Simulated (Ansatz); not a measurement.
# Work function of Ru(0001): what the settings cost and change, part 2 of 2

How thick a slab and how much vacuum does the work function of Ru(0001) need?

Ansatz 0.2.0; plane-wave DFT, PBE, Ansatz PAW.

So far, work function, upper face (eV): step 2 (run, setting 1 layer) 5.70; step 4 (slab, 3 atoms) 5.00; step 5 (slab, 4 atoms) 5.09; step 6 (run, 5 atoms) 5.04; step 7 (run, 6 atoms) 5.06.

## 8. Slab, 8 atoms

System of this step: Ru(0001). The cell holds 8 atoms: 8 Ru. Cell: a = 2.700 Å, b = 2.700 Å, c = 32.969 Å, α = 90.0°, β = 90.0°, γ = 60.0°. Vacuum lies along c.

File input.yaml:

```yaml
crystal:
  lattice:
    - [2.7, 0.0, 0.0]
    - [1.35, 2.3382685902, 0.0]
    - [0.0, 0.0, 32.9688]
  atoms:
    - { symbol: Ru, position: [0.6666666667, 0.6666666667, 0.272985368] }
    - { symbol: Ru, position: [0.0, 0.0, 0.3378466914] }
    - { symbol: Ru, position: [0.6666666667, 0.6666666667, 0.4027080149] }
    - { symbol: Ru, position: [0.0, 0.0, 0.4675693383] }
    - { symbol: Ru, position: [0.6666666667, 0.6666666667, 0.5324306617] }
    - { symbol: Ru, position: [0.0, 0.0, 0.5972919851] }
    - { symbol: Ru, position: [0.6666666667, 0.6666666667, 0.6621533086] }
    - { symbol: Ru, position: [0.0, 0.0, 0.727014632] }
kpoints:
  mp_grid: { grid: [17, 17, 1] }
hamiltonian:
  xc: pbe
scf:
  occupations: { method: fermi_dirac, width: 0.1 }
  convergence: { dr2_threshold: 1.0e-09 }
efield:
  axis: 3
  dipole_correction: true
  ramp_position: 0.97
  ramp_width: 0.06
output:
  write_potential: true
  write_density: true
  volumetric_format: npy
```

On the command line:

```console
$ ansatz run input.yaml --threads 2 --pin off --max-ram 3072MiB --backend cpu --events-out ev --progress --plain --runs-dir out
```

Numbers of over 12 decimals in the logs are rounded to 6 here.

The log of the run:

```text
[...]
Crystal: 8 atoms, lattice volume = 208.143 Å³
Basis set: ecut = 420 eV, 4137 PW (Γ)
Bands: 77, of which v1, the nominal top of the filled ones, is band 64 counted from 1 (63 counted from 0)
Symmetry: 6 space group operations
k-points: 33 of 289 (time reversal used)
[...]
k-point 0: bands = [... 60 lower, 7.9782, 8.6004, 8.7092, 8.7092, 9.1666, 9.1666, 9.7201, 9.7201, ... 9 higher]
  k-point 1: bands = [... 60 lower, 8.0676, 8.5223, 8.6304, 8.6558, 9.1132, 9.1265, 9.3902, 9.6857, ... 9 higher]
  k-point 2: bands = [... 60 lower, 8.2820, 8.3222, 8.3526, 8.6025, 8.8692, 8.9503, 9.0610, 9.3124, ... 9 higher]
  k-point 32: bands = [... 60 lower, 8.9608, 9.5813, 10.3605, 10.5178, 10.5257, 10.8285, 10.9580, 11.0549, ... 9 higher]
[key lines of the parts left out:]
SCF converged after 10 iterations
Free energy (F): -47027.491027 eV
Fermi energy:    9.896481 eV
Dipole field:    D = 0.000002 V/Å  (p = 0.000003 e·Å, saw-weighted, corrected)
Work function:   Φ+ = 5.0624 eV   Φ− = 5.0626 eV
```

Wall time 2.1 min (2 threads of Arm Neoverse N1, shared host); peak memory 0.81 GiB; 2.4 min of CPU time.

The work function is 5.062 eV, -0.000 eV from the run “6 layers”, at 1.6 times its CPU time.

## 9. Run, 10 atoms

System of this step: Ru(0001). The cell holds 10 atoms: 10 Ru. Cell: a = 2.700 Å, b = 2.700 Å, c = 37.246 Å, α = 90.0°, β = 90.0°, γ = 60.0°. Vacuum lies along c.

input.yaml, the sections that differ from step 8:

```yaml
crystal:
  lattice:
    - [2.7, 0.0, 0.0]
    - [1.35, 2.3382685902, 0.0]
    - [0.0, 0.0, 37.2456]
  atoms:
    - { symbol: Ru, position: [0.6666666667, 0.6666666667, 0.2416392809] }
    - { symbol: Ru, position: [0.0, 0.0, 0.299052774] }
    - { symbol: Ru, position: [0.6666666667, 0.6666666667, 0.3564662672] }
    - { symbol: Ru, position: [0.0, 0.0, 0.4138797603] }
    - { symbol: Ru, position: [0.6666666667, 0.6666666667, 0.4712932534] }
    - { symbol: Ru, position: [0.0, 0.0, 0.5287067466] }
    - { symbol: Ru, position: [0.6666666667, 0.6666666667, 0.5861202397] }
    - { symbol: Ru, position: [0.0, 0.0, 0.6435337328] }
    - { symbol: Ru, position: [0.6666666667, 0.6666666667, 0.700947226] }
    - { symbol: Ru, position: [0.0, 0.0, 0.7583607191] }
# kpoints, hamiltonian, scf, efield, output: as in step 8
```

The log of the run:

```text
[...]
Crystal: 10 atoms, lattice volume = 235.144 Å³
Basis set: ecut = 420 eV, 4631 PW (Γ)
Bands: 96, of which v1, the nominal top of the filled ones, is band 80 counted from 1 (79 counted from 0)
Symmetry: 6 space group operations
k-points: 33 of 289 (time reversal used)
[...]
k-point 1: bands = [... 76 lower, 9.8576, 10.1303, 10.1630, 10.4644, 10.5168, 10.5987, 10.9480, 10.9561, ... 12 higher]
  k-point 2: bands = [... 76 lower, 9.8397, 9.9072, 10.0564, 10.0989, 10.4395, 10.4504, 10.5330, 10.7960, ... 12 higher]
  k-point 32: bands = [... 76 lower, 10.9502, 11.5673, 12.0950, 12.1030, 12.2222, 12.3866, 12.4757, 12.5833, ... 12 higher]
[key lines of the parts left out:]
SCF converged after 11 iterations
Free energy (F): -58784.879435 eV
Fermi energy:    11.488348 eV
Dipole field:    D = 0.000008 V/Å  (p = 0.000011 e·Å, saw-weighted, corrected)
Work function:   Φ+ = 5.0598 eV   Φ− = 5.0602 eV
```

Run time: 3.1 min. Hardware: 2 threads; peak memory 1 GiB; 3.9 min of CPU time.

The work function is 5.060 eV, -0.003 eV from the run “8 layers”, at 1.6 times its CPU time.

## 10. Run, 13 atoms

System of this step: Ru(0001). The cell holds 13 atoms: 13 Ru. Its edges and angles: a = 2.700 Å, b = 2.700 Å, c = 43.661 Å, α = 90.0°, β = 90.0°, γ = 60.0°. Vacuum lies along c.

input.yaml, the sections that differ from step 9:

```yaml
crystal:
  lattice:
    - [2.7, 0.0, 0.0]
    - [1.35, 2.3382685902, 0.0]
    - [0.0, 0.0, 43.6608]
  atoms:
    - { symbol: Ru, position: [0.0, 0.0, 0.2061345646] }
    - { symbol: Ru, position: [0.6666666667, 0.6666666667, 0.2551121372] }
    - { symbol: Ru, position: [0.0, 0.0, 0.3040897098] }
    - { symbol: Ru, position: [0.6666666667, 0.6666666667, 0.3530672823] }
    - { symbol: Ru, position: [0.0, 0.0, 0.4020448549] }
    - { symbol: Ru, position: [0.6666666667, 0.6666666667, 0.4510224274] }
    - { symbol: Ru, position: [0.0, 0.0, 0.5] }
    - { symbol: Ru, position: [0.6666666667, 0.6666666667, 0.5489775726] }
    - { symbol: Ru, position: [0.0, 0.0, 0.5979551451] }
    - { symbol: Ru, position: [0.6666666667, 0.6666666667, 0.6469327177] }
    - { symbol: Ru, position: [0.0, 0.0, 0.6959102902] }
    - { symbol: Ru, position: [0.6666666667, 0.6666666667, 0.7448878628] }
    - { symbol: Ru, position: [0.0, 0.0, 0.7938654354] }
# kpoints, hamiltonian, scf, efield, output: as in step 9
```

The log of the run:

```text
[...]
Crystal: 13 atoms, lattice volume = 275.645 Å³
Basis set: ecut = 420 eV, 5455 PW (Γ)
Bands: 125, of which v1, the nominal top of the filled ones, is band 104 counted from 1 (103 counted from 0)
Symmetry: 6 space group operations
k-points: 33 of 289 (time reversal used)
[...]
k-point 1: bands = [... 100 lower, 11.8607, 11.8951, 12.1214, 12.1398, 12.2023, 12.4513, 12.4762, 12.7108, ... 17 higher]
  k-point 2: bands = [... 100 lower, 11.7077, 11.8154, 11.8269, 11.8291, 12.0670, 12.2774, 12.2925, 12.3788, ... 17 higher]
  k-point 32: bands = [... 100 lower, 13.2510, 13.7646, 13.8961, 13.9023, 14.1642, 14.2182, 14.2459, 14.2930, ... 17 higher]
[key lines of the parts left out:]
SCF converged after 11 iterations
Free energy (F): -76420.968947 eV
Fermi energy:    13.279850 eV
Dipole field:    D = -0.000001 V/Å  (p = -0.000001 e·Å, saw-weighted, corrected)
Work function:   Φ+ = 5.0636 eV   Φ− = 5.0636 eV
```

Elapsed: 4.2 min, on 2 threads; peak memory 1.4 GiB; 6.8 min of CPU time.

The work function is 5.064 eV, +0.004 eV from the run “10 layers”, at 1.7 times its CPU time.

## 11. Run, 7 atoms

System of this step: Ru(0001). The cell holds 7 atoms: 7 Ru. Cell: a = 2.700 Å, b = 2.700 Å, c = 22.830 Å, α = 90.0°, β = 90.0°, γ = 60.0°. Vacuum lies along c.

input.yaml, the sections that differ from step 10:

```yaml
crystal:
  lattice:
    - [2.7, 0.0, 0.0]
    - [1.35, 2.3382685902, 0.0]
    - [0.0, 0.0, 22.8304]
  atoms:
    - { symbol: Ru, position: [0.0, 0.0, 0.2190062373] }
    - { symbol: Ru, position: [0.6666666667, 0.6666666667, 0.3126708249] }
    - { symbol: Ru, position: [0.0, 0.0, 0.4063354124] }
    - { symbol: Ru, position: [0.6666666667, 0.6666666667, 0.5] }
    - { symbol: Ru, position: [0.0, 0.0, 0.5936645876] }
    - { symbol: Ru, position: [0.6666666667, 0.6666666667, 0.6873291751] }
    - { symbol: Ru, position: [0.0, 0.0, 0.7809937627] }
# kpoints, hamiltonian, scf, efield, output: as in step 10
```

The log of the run:

```text
[...]
Crystal: 7 atoms, lattice volume = 144.136 Å³
Basis set: ecut = 420 eV, 2855 PW (Γ)
Bands: 68, of which v1, the nominal top of the filled ones, is band 56 counted from 1 (55 counted from 0)
Symmetry: 6 space group operations
k-points: 33 of 289 (time reversal used)
[...]
k-point 1: bands = [... 52 lower, 12.0310, 12.1973, 12.6230, 12.6590, 13.1516, 13.2099, 13.2131, 13.8534, ... 8 higher]
  k-point 2: bands = [... 52 lower, 12.1045, 12.2959, 12.2981, 12.6070, 12.7928, 12.9335, 13.1463, 13.3184, ... 8 higher]
  k-point 32: bands = [... 52 lower, 12.7397, 13.2756, 14.1242, 14.4671, 14.4689, 14.7983, 14.9345, 14.9637, ... 8 higher]
[key lines of the parts left out:]
SCF converged after 10 iterations
Free energy (F): -41148.797728 eV
Fermi energy:    13.848402 eV
Dipole field:    D = -0.000000 V/Å  (p = -0.000000 e·Å, saw-weighted, corrected)
Work function:   Φ+ = 5.0601 eV (in doubt: plateau slope 5.8e-2 eV/Å)   Φ− = 5.0628 eV (in doubt: plateau slope 4.1e-2 eV/Å)
```

Elapsed: 62 s, on 2 threads; peak memory 0.59 GiB.

The work function is 5.060 eV. The program marks this work function as in doubt.

## 12. Slab, 7 atoms

The cell differs from the one that the last finished run ended in (c 22.830 → 26.830 Å).

input.yaml, the sections that differ from step 11:

```yaml
crystal:
  lattice:
    - [2.7, 0.0, 0.0]
    - [1.35, 2.3382685902, 0.0]
    - [0.0, 0.0, 26.8304]
  atoms:
    - { symbol: Ru, position: [0.0, 0.0, 0.2608980858] }
    - { symbol: Ru, position: [0.6666666667, 0.6666666667, 0.3405987238] }
    - { symbol: Ru, position: [0.0, 0.0, 0.4202993619] }
    - { symbol: Ru, position: [0.6666666667, 0.6666666667, 0.5] }
    - { symbol: Ru, position: [0.0, 0.0, 0.5797006381] }
    - { symbol: Ru, position: [0.6666666667, 0.6666666667, 0.6594012762] }
    - { symbol: Ru, position: [0.0, 0.0, 0.7391019142] }
# kpoints, hamiltonian, scf, efield, output: as in step 11
```

The log of the run:

```text
[...]
Crystal: 7 atoms, lattice volume = 169.389 Å³
Basis set: ecut = 420 eV, 3347 PW (Γ)
Bands: 68, of which v1, the nominal top of the filled ones, is band 56 counted from 1 (55 counted from 0)
Symmetry: 6 space group operations
k-points: 33 of 289 (time reversal used)
[...]
k-point 1: bands = [... 52 lower, 9.2115, 9.3782, 9.8036, 9.8396, 10.3312, 10.3905, 10.3936, 11.0340, ... 8 higher]
  k-point 2: bands = [... 52 lower, 9.2852, 9.4765, 9.4787, 9.7876, 9.9730, 10.1144, 10.3269, 10.4983, ... 8 higher]
  k-point 32: bands = [... 52 lower, 9.9203, 10.4562, 11.3047, 11.6477, 11.6494, 11.9788, 12.1151, 12.1442, ... 8 higher]
[key lines of the parts left out:]
SCF converged after 10 iterations
Free energy (F): -41148.797604 eV
Fermi energy:    11.029008 eV
Dipole field:    D = -0.000001 V/Å  (p = -0.000001 e·Å, saw-weighted, corrected)
Work function:   Φ+ = 5.0664 eV   Φ− = 5.0663 eV
```

Elapsed: 62 s, on 2 threads; peak memory 0.64 GiB.

The work function is 5.066 eV, +0.006 eV from the run “7 layers, 10 Å of vacuum”, at 1.2 times its CPU time.

## 13. Slab, 7 atoms (run 2)

The cell differs from the one that the last finished run ended in (c 26.830 → 38.830 Å).

input.yaml, the sections that differ from step 12:

```yaml
crystal:
  lattice:
    - [2.7, 0.0, 0.0]
    - [1.35, 2.3382685902, 0.0]
    - [0.0, 0.0, 38.8304]
  atoms:
    - { symbol: Ru, position: [0.0, 0.0, 0.3347892373] }
    - { symbol: Ru, position: [0.6666666667, 0.6666666667, 0.3898594915] }
    - { symbol: Ru, position: [0.0, 0.0, 0.4449297458] }
    - { symbol: Ru, position: [0.6666666667, 0.6666666667, 0.5] }
    - { symbol: Ru, position: [0.0, 0.0, 0.5550702542] }
    - { symbol: Ru, position: [0.6666666667, 0.6666666667, 0.6101405085] }
    - { symbol: Ru, position: [0.0, 0.0, 0.6652107627] }
# kpoints, hamiltonian, scf, efield, output: as in step 12
```

The log of the run:

```text
[...]
Crystal: 7 atoms, lattice volume = 245.149 Å³
Basis set: ecut = 420 eV, 4863 PW (Γ)
Bands: 68, of which v1, the nominal top of the filled ones, is band 56 counted from 1 (55 counted from 0)
Symmetry: 6 space group operations
k-points: 33 of 289 (time reversal used)
[...]
k-point 0: bands = [... 52 lower, 4.1451, 4.3922, 4.9155, 4.9155, 5.4580, 5.4580, 5.6167, 6.0921, ... 8 higher]
  k-point 1: bands = [... 52 lower, 4.2377, 4.4043, 4.8297, 4.8657, 5.3573, 5.4166, 5.4198, 6.0601, ... 8 higher]
  k-point 2: bands = [... 52 lower, 4.3113, 4.5026, 4.5048, 4.8137, 4.9991, 5.1406, 5.3530, 5.5245, ... 8 higher]
  k-point 32: bands = [... 52 lower, 4.9464, 5.4823, 6.3308, 6.6738, 6.6756, 7.0050, 7.1412, 7.1704, ... 8 higher]
[key lines of the parts left out:]
SCF converged after 10 iterations
Free energy (F): -41148.797612 eV
Fermi energy:    6.055136 eV
Dipole field:    D = -0.000001 V/Å  (p = -0.000001 e·Å, saw-weighted, corrected)
Work function:   Φ+ = 5.0661 eV   Φ− = 5.0660 eV
```

The job ended after 81 s (2 threads; peak memory 0.83 GiB).

The work function is 5.066 eV, -0.000 eV from the run “7 layers, 14 Å of vacuum”, at 1.3 times its CPU time.

## 14. Comparing the runs

Times are for 2 threads of Arm Neoverse N1, shared host. Results by setting:

```tsv
no.	setting	work function, upper face (eV)	time	memory (GiB)
1	1 layer	5.702	11 s	0.37
2	2 layers	5.085	18 s	0.42
3	3 layers	4.996	34 s	0.42
4	4 layers	5.087	35 s	0.47
5	5 layers	5.040	57 s	0.53
6	6 layers	5.062	84 s	0.61
7	8 layers	5.062	2.1 min	0.81
8	10 layers	5.060	3.1 min	1.0
9	13 layers	5.064	4.2 min	1.4
10	7 layers, 10 Å of vacuum	5.060	62 s	0.59
11	7 layers, 14 Å of vacuum	5.066	62 s	0.64
12	7 layers, 26 Å of vacuum	5.066	81 s	0.83
```

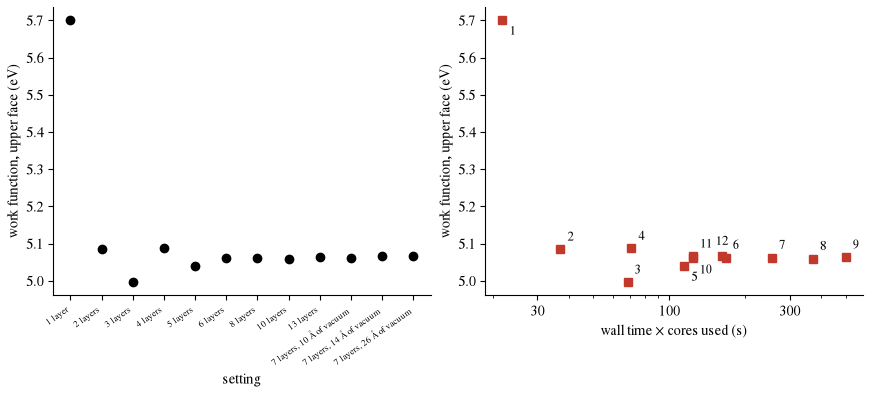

The series as plots; the last panel sets the first result against cost, with the runs numbered as in the table.

## 15. The same run with other settings

System of this step: Ru(0001) monolayer. The cell holds 1 atom: 1 Ru. Its edges and angles: a = 2.700 Å, b = 2.700 Å, c = 18.000 Å, α = 90.0°, β = 90.0°, γ = 60.0°. Vacuum lies along c.

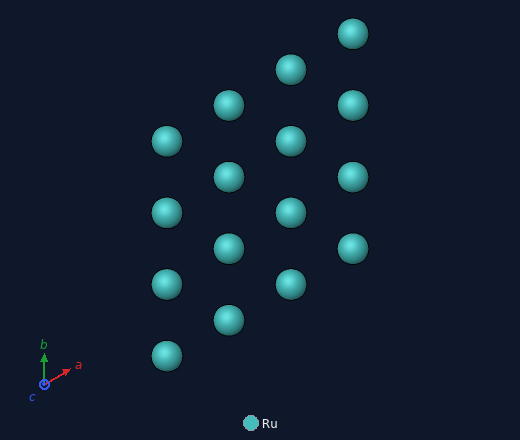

The cell of this step (ruthenium teal). 4×4×1 cells are drawn.

An input spoilt on purpose, to show how the run answers: it repeats the earlier run “1 layer” with efield.axis from 3 to 0, and scf.max_iter set to 75; its output block differs too.

input.yaml, the sections that differ from step 13:

```yaml
crystal:
  lattice:
    - [2.7, 0.0, 0.0]
    - [1.35, 2.3382685902, 0.0]
    - [0.0, 0.0, 18.0]
  atoms:
    - { symbol: Ru, position: [0.6666666667, 0.6666666667, 0.5] }
scf:
  occupations: { method: fermi_dirac, width: 0.1 }
  convergence: { dr2_threshold: 1.0e-09 }
  max_iter: 75
efield:
  axis: 0
  dipole_correction: true
  ramp_position: 0.97
  ramp_width: 0.06
# kpoints, hamiltonian, output: as in step 13
```

The log of the run:

```text
Error: invalid value for `efield.axis`: must be in [1, 3]; got 0
```

Elapsed: 0.05 s, on 2 threads; peak memory 0.06 GiB.

The input was rejected at the start.

The program's message: “Error: invalid value for `efield.axis`: must be in [1, 3]; got 0”

The fault put into the input: an axis of 0, outside the range 1 to 3.

## 16. Summary of results

| Item | Value |
| --- | --- |
| work function, 1 layer | 5.702 eV |
| work function, 3 layers | 4.996 eV |
| work function, 6 layers | 5.062 eV |
| work function, 13 layers | 5.064 eV |

The thickest slab gives 5.06 eV, and the settings tried spread the value from 5.00 to 5.70 eV. At 18 Å of vacuum, the slabs from 4 layers on stay within 0.03 eV of the thickest. Going from 10 to 26 Å of vacuum moves it by 0.006 eV. The program marks the value as in doubt in “7 layers, 10 Å of vacuum”. The ladder's slabs use the tabulated experimental lattice constant (two decimals; a low-temperature value for the alkali metals). The main runs have no spin polarisation; a magnetic state could lie lower and would change these results. In 1 run of the series (7 layers, 10 Å of vacuum) the program warns that electrons reach the sawtooth's ramp, which makes dipole and work function less sure.

[Logs are printed without paths, hosts, clocks, repeated set-up lines and the standing remarks that a program may print on its own settings, such as how far it seeks lower states.]

[Hosts, paths, dates, database ids (printed as entryN), source tags and the programs' standing remarks are cut or masked in the printed files.]

[Maps of the electrostatic potential energy from Ansatz leave out the sawtooth potential of an applied field or a dipole correction, so their vacuum need not be flat; planar profiles and work functions include it.]
